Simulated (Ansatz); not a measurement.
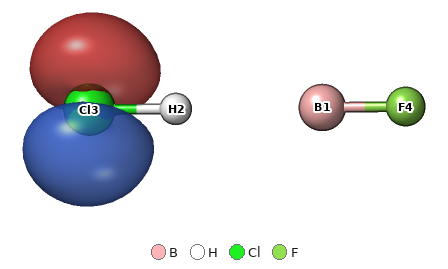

Figure 1: BF···HCl. The HOMO at ±0.2 Å⁻³ᐟ² (blue and red are the two phases), seen from one side.

Computed with Ansatz 0.2.0, RKS r2SCANh/def2-SVP.

**What is the character of this orbital?**

By Hirshfeld shares it lies mainly on Cl3 (about 95 %); largely a lone pair of Cl3. It is one of a degenerate set, so its orientation is arbitrary. Its energy is −7.77 eV.
